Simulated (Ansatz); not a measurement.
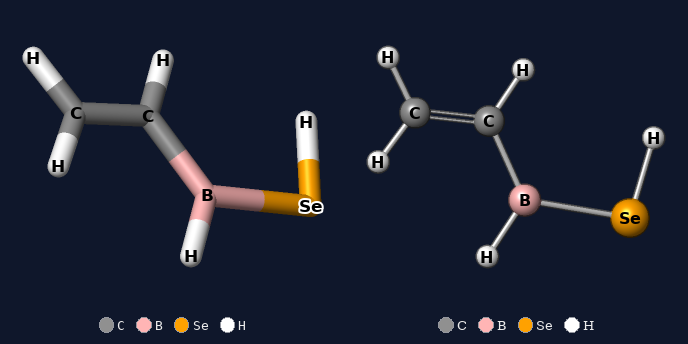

Both panels show the same species.

Question: Count the atoms of each element.

Answer: C2H5BSe, 9 atoms: 2 carbon, 5 hydrogen, 1 boron and 1 selenium.

Question: Name some functional groups or characteristic bonds that it holds.

Answer: Among them: alkene, B–H bond.

More results for the same structure follow; atom numbers are the same in all pictures, views and colours differ. The geometry was computed by an optimisation with PBE0-D4/def2-TZVP.

### Shape

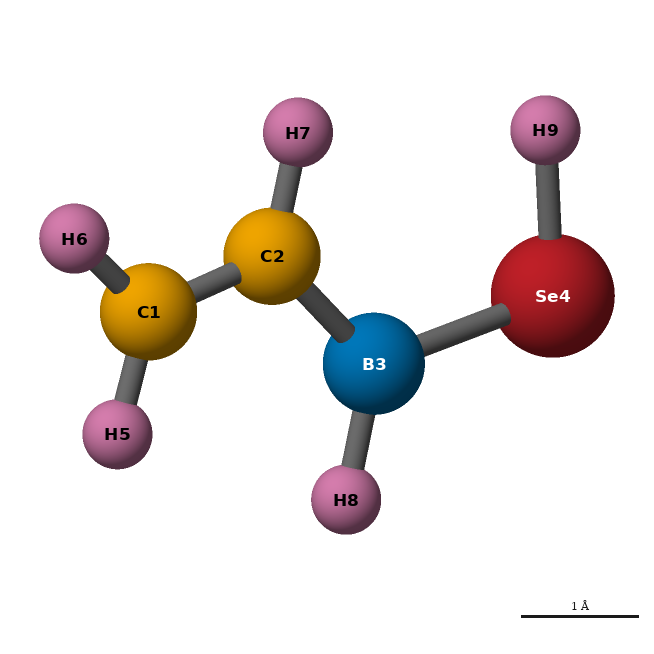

Atoms carry their numbers in the input.

What are the angles C2–C1–H5, C2–C1–H6, C1–C2–B3, C1–C2–H7, B3–C2–H7, C2–B3–Se4, C2–B3–H8, Se4–B3–H8, B3–Se4–H9?

```tsv
angle	degrees
C2–C1–H5	120.9
C2–C1–H6	122.6
C1–C2–B3	120.9
C1–C2–H7	118.0
B3–C2–H7	121.1
C2–B3–Se4	124.2
C2–B3–H8	121.5
Se4–B3–H8	114.3
B3–Se4–H9	97.2
```

### Electronic properties

Method: RKS r2SCAN-D4/def2-TZVPP (Ansatz 0.2.0).

Computed properties:

- dipole moment: 1.47 D
- HOMO energy (Kohn–Sham orbital): −6.59 eV
- LUMO energy (Kohn–Sham orbital): −2.53 eV
- HOMO–LUMO gap: 4.06 eV
- dispersion correction: −4.1 kJ/mol

### Vibrations

Harmonic vibrations computed with RKS PBE0-D4/def2-TZVP (Ansatz 0.2.0) at a stationary point of the same level.

Question: How many vibrational modes are there, and where do they lie?

Answer: 21 modes: 98, 195, 326, 385, 592, 612, 801, 818, 930, 1021, 1047, 1098, 1133, 1319, 1447, 1664, 2426, 2635, 3134, 3144, 3226 cm⁻¹.

### Charges

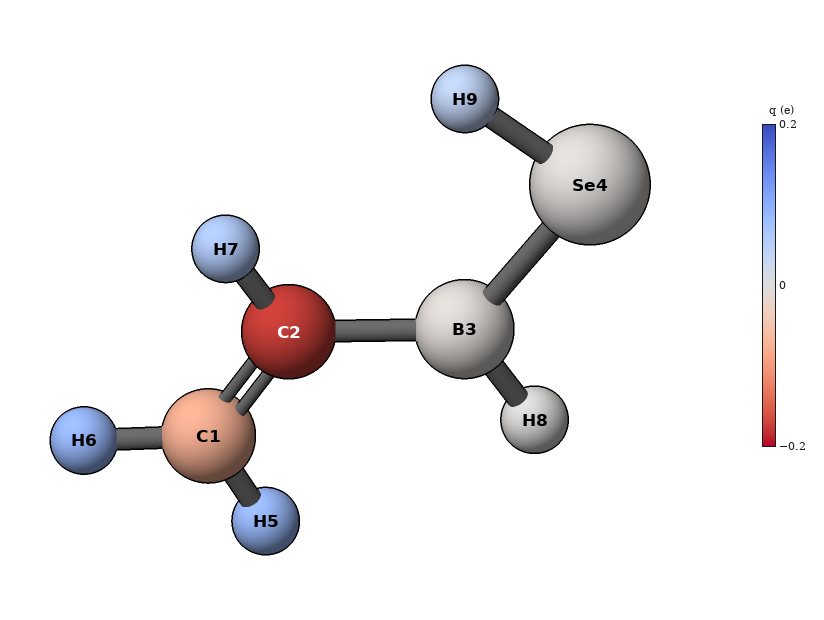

Atoms are coloured by their Mulliken charges. Level of theory: RKS r2SCAN-D4/def2-TZVPP (Ansatz 0.2.0).

Question: Which atom carries the highest charge (most positive or least negative)?

Answer: H5, H6 (0.08 e).

Question: And the lowest?

Answer: C2 (−0.17 e).

List the Mulliken charges.

```csv
atom,value (e)
C1,−0.07
C2,−0.17
B3,−0.01
Se4,0.00
H5,0.08
H6,0.08
H7,0.06
H8,0.00
H9,0.04
```

Mulliken values depend strongly on the basis set and can even reverse the polarity of a bond.
